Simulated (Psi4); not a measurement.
# BH2SO (SMILES O[B]S): UCCSD/aug-cc-pVDZ

What is the vertical ionisation energy of BH2SO at UCCSD/aug-cc-pVDZ? 

The calculation is run with Psi4 1.11.

1 further run of the same task is left out (set aside as unsound or not needed).

### 1 The molecule

The species is BH2SO (5 atoms), meant as a doublet with charge 0. SMILES: `O[B]S`. The coordinates come from a PBE0-D4/def2-TZVP relaxation. This is a higher conformer, about 7 kJ/mol above the lowest found by a separate search.

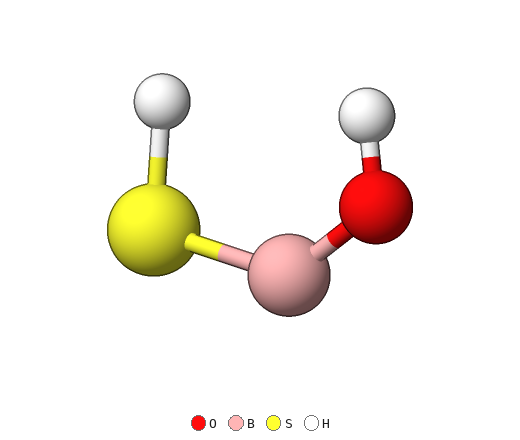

Viewed from a chosen angle; oxygen red, boron pink, sulfur yellow, hydrogen white.

### 2 The energy at UCCSD/aug-cc-pVDZ

The input, run.py:

```python
import psi4

psi4.set_memory('1600 MB')
psi4.set_num_threads(1)
psi4.core.set_output_file('output.dat', False)

mol = psi4.geometry("""
0 2
O     -1.294700    -0.054700    -0.435600
B     -0.454300     0.825600     0.109700
S      1.253800     0.694200     0.611100
H     -0.947100    -0.940000    -0.604700
H      1.492100    -0.598600     0.278200
symmetry c1
no_reorient
no_com
""")

psi4.set_options({
    'basis': 'aug-cc-pVDZ',
    'reference': 'uhf',
    'puream': True,
    'e_convergence': 1e-09,
    'd_convergence': 1e-08,
    'scf_type': 'pk',
    'num_frozen_docc': 7,
    'maxiter': 200,
})

result, w = psi4.energy('ccsd', molecule=mol, return_wfn=True)
print(f'total energy {result:.8f} hartree = {result * 27.211386:.5f} eV')
```

Run with:

```console
python run.py
```

output.dat, shortened:

```text
[...]
  Running in c1 symmetry.
[...]
  Nuclear repulsion =   80.849772422660863
[...]
  Multiplicity = 2
[...]
  Nalpha       = 16
  Nbeta        = 15
[...]
    Number of basis functions: 91
[...]
   @UHF iter   1:  -498.17058581962118   -6.36751e-01   5.01551e-03 ADIIS/DIIS
[...]
   @UHF iter  15:  -498.27797590345904   -3.58114e-12   7.47244e-09 DIIS
[...]
   @S^2 Observed:                7.554868981E-01
[...]
    Orbital Energies [Eh]
    ---------------------
    Alpha Occupied:
       1A    -91.970986     2A    -20.610461     3A     -8.975363
       4A     -7.685693     5A     -6.656921     6A     -6.655724
       7A     -6.653760     8A     -1.404561     9A     -1.000400
      10A     -0.794544    11A     -0.645073    12A     -0.613797
      13A     -0.572332    14A     -0.483709    15A     -0.401341
      16A     -0.343847
    Alpha Virtual:
      17A      0.030540    18A      0.053658    19A      0.057957
      20A      0.061516    21A      0.074321    22A      0.092779
      23A      0.116823    24A      0.120207    25A      0.153787
[...]
  @UHF Final Energy:  -498.27797590345904
   => Energetics <=
    Nuclear Repulsion Energy =             80.8497724226608625
    One-Electron Energy =                -847.7650237726496698
    Two-Electron Energy =                 268.6372754465297703
    Total Energy =                       -498.2779759034590370
  UHF NO Occupations:
  HONO-2 :   14  A 1.9991534
  HONO-1 :   15  A 1.9985506
[...]
 Multipole Moments:
 ------------------------------------------------------------------------------------
     Multipole            Electronic (a.u.)      Nuclear  (a.u.)        Total (a.u.)
 ------------------------------------------------------------------------------------
 L = 1.  Multiply by 2.5417464519 to convert [e a0] to [Debye]
 Dipole X            :        -14.8268267           15.0737784            0.2469517
 Dipole Y            :        -26.0021158           25.0558787           -0.9462371
 Dipole Z            :        -12.5316209           12.3111878           -0.2204332
 Magnitude           :                                                    1.0024672
[...]
      * MP2 total energy                      = -498.682593708514844
[...]
      * CCSD total energy                     = -498.709154436103290
```

Standard output:

```text
total energy -498.70915444 hartree = -13570.56730 eV
```

Wall time 50 s (1 thread of Intel Xeon Platinum 8488C (Sapphire Rapids), shared host); peak memory 0.71 GiB.

### 3 The singlet cation

The input, job.inp:

```
memory 1.6 GB

molecule geom {
  1 1
  O
  B 1 1.333624
  S 2 1.785014 1 132.01099
  H 1 0.966011 2 116.72795 3 0.01042
  H 3 1.356076 2 99.75164 1 0.00452
  units angstrom
  symmetry c1
}

set basis aug-cc-pVDZ
set reference rhf
set puream true
set e_convergence 1e-09
set d_convergence 1e-08
set scf_type pk
set num_frozen_docc 7

E, wfn = energy("ccsd", return_wfn=True)
print_variables()
```

Run with:

```console
psi4 -i job.inp -o job.out -n 1
```

job.out, shortened:

```text
[...]
  Running in c1 symmetry.
[...]
  Nuclear repulsion =   80.849755130157419
[...]
  Multiplicity = 1
[...]
  Nalpha       = 15
  Nbeta        = 15
[...]
    Number of basis functions: 91
[...]
   @RHF iter   1:  -497.86881513183619   -3.34981e-01   5.04502e-03 DIIS/ADIIS
[...]
   @RHF iter  12:  -497.97899907039050   -4.94538e-12   4.52134e-09 DIIS
[...]
    Orbital Energies [Eh]
    ---------------------
    Doubly Occupied:
       1A    -92.232684     2A    -20.875968     3A     -9.233915
       4A     -8.049096     5A     -6.915590     6A     -6.914249
       7A     -6.912316     8A     -1.665804     9A     -1.247600
      10A     -1.049356    11A     -0.891651    12A     -0.854632
      13A     -0.832268    14A     -0.720413    15A     -0.640135
[...]
  @RHF Final Energy:  -497.97899907039050
   => Energetics <=
    Nuclear Repulsion Energy =             80.8497551301574191
    One-Electron Energy =                -839.5861549492569793
    Two-Electron Energy =                 260.7574007487090739
    Total Energy =                       -497.9789990703905005
[...]
 Multipole Moments:
 ------------------------------------------------------------------------------------
     Multipole            Electronic (a.u.)      Nuclear  (a.u.)        Total (a.u.)
 ------------------------------------------------------------------------------------
 L = 1.  Multiply by 2.5417464519 to convert [e a0] to [Debye]
 Dipole X            :         -0.0000304           -0.0000474           -0.0000779
 Dipole Y            :          2.4380259           -2.3723121            0.0657138
 Dipole Z            :          0.9845268           -1.5404079           -0.5558811
 Magnitude           :                                                    0.5597518
[...]
      * MP2 total energy                      = -498.378685746899066
[...]
      * CCSD total energy                     = -498.403509331677242
[...]
```

Run time: 22 s. Hardware: 1 thread of Intel Xeon Platinum 8488C (Sapphire Rapids), shared host; peak memory 0.7 GiB.

### 4 What came out

Level: UCCSD/aug-cc-pVDZ, 7 core orbitals frozen.

| quantity | value |
| --- | --- |
| doublet BH2SO: total energy | -498.70915 Eh |
| doublet BH2SO: HOMO energy (Hartree–Fock orbitals) (highest over α and β) | -9.36 eV |
| doublet BH2SO: LUMO energy (Hartree–Fock orbitals) (lowest over α and β) | 0.64 eV |
| doublet BH2SO: correlation energy (7 core orbitals frozen) | -431.2 mEh |
| doublet BH2SO: ⟨S²⟩ of the reference determinant | 0.755 |
| doublet BH2SO: T1 diagnostic | 0.024 |
| singlet cation: total energy | -498.40351 Eh |
| singlet cation: HOMO energy (Hartree–Fock orbitals) | -17.42 eV |
| singlet cation: LUMO energy (Hartree–Fock orbitals) | -6.91 eV |
| singlet cation: HOMO–LUMO gap (Hartree–Fock orbitals) | 10.51 eV |
| singlet cation: correlation energy (7 core orbitals frozen) | -424.5 mEh |
| singlet cation: T1 diagnostic | 0.019 |
| vertical ionisation energy (to the singlet cation) | 8.317 eV |

**Reading.** Removing an electron at fixed nuclei costs 8.32 eV (192 kcal/mol). Only the singlet of the ionised species was computed; a triplet could lie lower.
